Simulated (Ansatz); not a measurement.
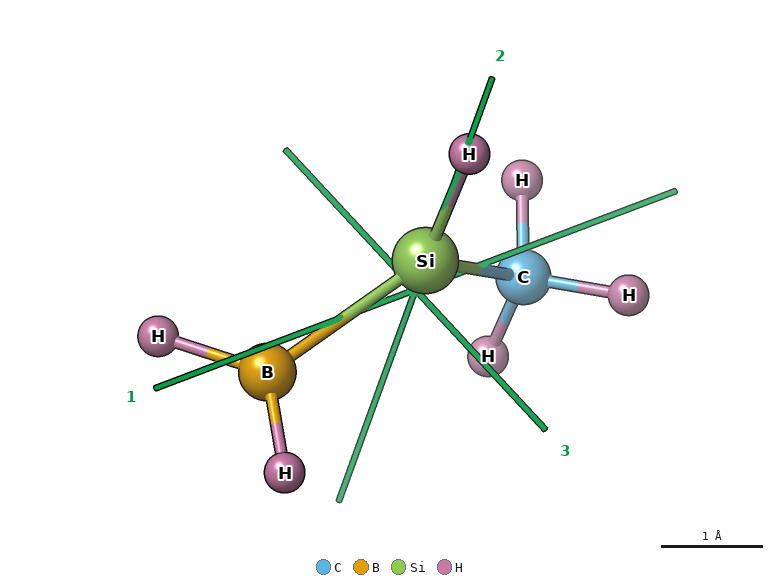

The three principal axes of inertia are drawn and numbered. Atoms fade into the background with distance from the viewer. The species has charge +1 and is a spin singlet. Computed geometry: PBE0-D4/def2-TZVP optimisation. No frequency run is at hand to confirm it as a minimum. Masses are those of the most abundant isotopes; constants are for the rigid equilibrium geometry.

### Which line is the a axis (least moment of inertia), which b and which c?

a is line 1, b is line 2, c is line 3; the moments are 20.3, 92.6, 105 u Å².

### What kind of rotor is it, and what are its rotational constants in cm⁻¹?

An asymmetric top (Cs): A = 0.831, B = 0.182, C = 0.160 cm⁻¹. Ray's parameter κ is −0.93, close to the prolate limit.
